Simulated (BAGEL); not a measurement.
# RI-MP2/6-31G(d) (density fitting with qzvpp-jkfit, spherical functions) run of CH4AlNS (SMILES C1[NH][AlH][S]1)

What is the energy change on altering one bond length of CH4AlNS at RI-MP2/6-31G* (density fitting with qzvpp-jkfit, spherical functions)? 

The calculation is run with BAGEL 1.2.2.

3 further runs of the same task are left out: 1 that didn't finish, 2 set aside as unsound or not needed.

## (1) The system as given

CH4AlNS: 8 atoms, total charge 0, spin state singlet. As SMILES, `C1[NH][AlH][S]1`. The shape is that of a PBE0-D4/def2-TZVP optimisation.

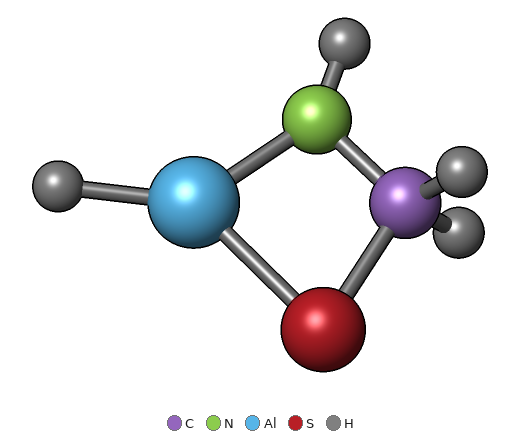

The structure, seen from a chosen angle (carbon purple, nitrogen green, aluminium blue, sulfur red, hydrogen grey).

## (2) A single-point energy at RI-MP2/6-31G(d) (density fitting with qzvpp-jkfit, spherical functions)

calc.json reads:

```json
{ "bagel" : [

{
  "title" : "molecule",
  "basis" : "6-31gs.json",
  "df_basis" : "qzvpp-jkfit",
  "angstrom" : "true",
  "geometry" : [
    { "atom" : "C", "xyz" : [   -0.384000,    0.821900,   -0.401500 ] },
    { "atom" : "N", "xyz" : [    0.729200,    0.248000,    0.333700 ] },
    { "atom" : "Al", "xyz" : [    0.162000,   -1.422800,    0.377400 ] },
    { "atom" : "S", "xyz" : [   -1.523200,   -0.604000,   -0.724800 ] },
    { "atom" : "H", "xyz" : [   -0.095100,    1.244800,   -1.368800 ] },
    { "atom" : "H", "xyz" : [   -0.941200,    1.572400,    0.168100 ] },
    { "atom" : "H", "xyz" : [    1.466300,    0.874500,    0.606000 ] },
    { "atom" : "H", "xyz" : [    0.678200,   -2.791900,    0.954000 ] }
  ]
},
{
  "title" : "hf"
},
{
  "title" : "mp2",
  "ncore" : 12
}

]}
```

The basis set 6-31G* is read from a file made from the Basis Set Exchange's data (not shown).

Command:

```console
BAGEL_NUM_THREADS=1 BAGEL calc.json > calc.out
```

The program printed:

```text
* using 1 threads per process

  ===============================================================
  ===============================================================

  *** Geometry ***

  { "atom" : "C", "xyz" : [     -0.725655,      1.553166,     -0.758725 ] },
  { "atom" : "N", "xyz" : [      1.377988,      0.468652,      0.630602 ] },
  { "atom" : "Al", "xyz" : [      0.306136,     -2.688702,      0.713183 ] },
  { "atom" : "S", "xyz" : [     -2.878431,     -1.141395,     -1.369673 ] },
  { "atom" : "H", "xyz" : [     -0.179713,      2.352331,     -2.586657 ] },
  { "atom" : "H", "xyz" : [     -1.778610,      2.971405,      0.317663 ] },
  { "atom" : "H", "xyz" : [      2.770905,      1.652565,      1.145174 ] },
  { "atom" : "H", "xyz" : [      1.281612,     -5.275926,      1.802799 ] },

  Number of auxiliary basis functions:      480

  Since a DF basis is specified, we compute 2- and 3-index integrals:
    o Being stored without compression. Storage requirement is 0.020 GB

  Number of basis functions:       72
  Number of electrons      :       46

    * METHOD: MOLECULE                             0.20

  *** RHF ***

  === Nuclear Repulsion ===
   200.6305315130

      * DIIS with orbital gradients will be used.

  === RHF iteration (6-31gs.json) ===
      0       -733.91274383          0.02045150           0.05
      1       -734.03092229          0.01339482           0.05
      2       -734.09516357          0.00166346           0.05
      3       -734.09690895          0.00035735           0.05
      4       -734.09700388          0.00011169           0.05
      5       -734.09701328          0.00002991           0.05
      6       -734.09701408          0.00001322           0.05
      7       -734.09701425          0.00000308           0.05
      8       -734.09701426          0.00000088           0.05
      9       -734.09701426          0.00000024           0.05
     10       -734.09701426          0.00000007           0.05
     11       -734.09701426          0.00000003           0.05
     12       -734.09701426          0.00000001           0.05
    * SCF iteration converged.

    * Permanent dipole moment:
           (   -0.874072,    -0.150431,    -0.448647) a.u.

    * METHOD: HF                                   0.81

  *** RHF ***

  === Nuclear Repulsion ===
   200.6305315130

      * DIIS with orbital gradients will be used.

  === RHF iteration (6-31gs.json) ===
      0       -734.09701426          0.00000000           0.05
    * SCF iteration converged.

    * Permanent dipole moment:
           (   -0.874072,    -0.150431,    -0.448647) a.u.

  === DF-MP2 calculation ===

    * freezing 12 orbitals
    * 3-index integral transformation done
    * assembly done

      MP2 correlation energy:   -0.4612661457      0.02

      MP2 total energy:       -734.5582804070

    * METHOD: MP2                                  0.14

  ===============================================================
```

Run time: 1.3 s. Hardware: 1 thread of Arm Neoverse V2, shared host; peak memory 0.1 GiB.

## (3) The distorted shape at the same level

job.json reads:

```json
{ "bagel" : [

{
  "title" : "molecule",
  "basis" : "6-31gs.json",
  "df_basis" : "qzvpp-jkfit",
  "angstrom" : "true",
  "geometry" : [
    { "atom" : "C", "xyz" : [   -0.494553,    0.727935,   -0.442341 ] },
    { "atom" : "N", "xyz" : [    0.618647,    0.154035,    0.292859 ] },
    { "atom" : "Al", "xyz" : [    0.051447,   -1.516765,    0.336559 ] },
    { "atom" : "S", "xyz" : [   -1.633753,   -0.697965,   -0.765641 ] },
    { "atom" : "H", "xyz" : [   -0.205653,    1.150835,   -1.409641 ] },
    { "atom" : "H", "xyz" : [   -1.051753,    1.478435,    0.127259 ] },
    { "atom" : "H", "xyz" : [    1.466300,    0.874500,    0.606000 ] },
    { "atom" : "H", "xyz" : [    0.567647,   -2.885865,    0.913159 ] }
  ]
},
{ "title" : "hf" },
{ "title" : "mp2", "ncore" : 12 }

]}
```

The basis set 6-31G* is read from a file made from the Basis Set Exchange's data (not shown).

Command:

```console
BAGEL_NUM_THREADS=1 BAGEL job.json > job.out
```

The program printed:

```text
* using 1 threads per process

  ===============================================================
  ===============================================================

  *** Geometry ***

  { "atom" : "C", "xyz" : [     -0.934570,      1.375598,     -0.835903 ] },
  { "atom" : "N", "xyz" : [      1.169073,      0.291084,      0.553423 ] },
  { "atom" : "Al", "xyz" : [      0.097221,     -2.866270,      0.636004 ] },
  { "atom" : "S", "xyz" : [     -3.087346,     -1.318963,     -1.446852 ] },
  { "atom" : "H", "xyz" : [     -0.388628,      2.174763,     -2.663835 ] },
  { "atom" : "H", "xyz" : [     -1.987525,      2.793837,      0.240485 ] },
  { "atom" : "H", "xyz" : [      2.770905,      1.652565,      1.145174 ] },
  { "atom" : "H", "xyz" : [      1.072697,     -5.453494,      1.725620 ] },

  Number of auxiliary basis functions:      480

  Since a DF basis is specified, we compute 2- and 3-index integrals:
    o Being stored without compression. Storage requirement is 0.020 GB

  Number of basis functions:       72
  Number of electrons      :       46

    * METHOD: MOLECULE                             0.20

  *** RHF ***

  === Nuclear Repulsion ===
   199.8278242854

      * DIIS with orbital gradients will be used.

  === RHF iteration (6-31gs.json) ===
      0       -733.89657199          0.02058544           0.05
      1       -734.00772480          0.01395507           0.05
      2       -734.07739559          0.00173909           0.05
      3       -734.07923106          0.00037438           0.05
      4       -734.07933398          0.00011362           0.05
      5       -734.07934353          0.00003069           0.05
      6       -734.07934437          0.00001343           0.05
      7       -734.07934454          0.00000300           0.05
      8       -734.07934455          0.00000085           0.05
      9       -734.07934455          0.00000024           0.05
     10       -734.07934455          0.00000007           0.05
     11       -734.07934455          0.00000003           0.05
     12       -734.07934455          0.00000001           0.05
    * SCF iteration converged.

    * Permanent dipole moment:
           (   -0.878532,    -0.162747,    -0.448479) a.u.

    * METHOD: HF                                   0.80

  *** RHF ***

  === Nuclear Repulsion ===
   199.8278242854

      * DIIS with orbital gradients will be used.

  === RHF iteration (6-31gs.json) ===
      0       -734.07934455          0.00000001           0.05
    * SCF iteration converged.

    * Permanent dipole moment:
           (   -0.878533,    -0.162746,    -0.448479) a.u.

  === DF-MP2 calculation ===

    * freezing 12 orbitals
    * 3-index integral transformation done
    * assembly done

      MP2 correlation energy:   -0.4660713371      0.02

      MP2 total energy:       -734.5454158896

    * METHOD: MP2                                  0.13

  ===============================================================
```

It took 1.3 s on 1 thread of Arm Neoverse V2, shared host; peak memory 0.1 GiB.

## (4) Summary of results

Level: RI-MP2/6-31G* (density fitting with qzvpp-jkfit, spherical functions), 12 core orbitals frozen.

```
                                                         quantity          value
                                        first shape: total energy  -734.55828 Eh
        first shape: correlation energy (12 core orbitals frozen)     -461.3 mEh
                                    distorted shape: total energy  -734.54542 Eh
    distorted shape: correlation energy (12 core orbitals frozen)     -466.1 mEh
energy change with the N2–H7 bond stretched from 1.005 to 1.156 Å       0.350 eV
```

In words: With the N2–H7 bond stretched from 1.005 to 1.156 Å the energy rises by 0.35 eV (8.1 kcal/mol). The first shape isn't relaxed at this level, so the change isn't measured from a minimum.
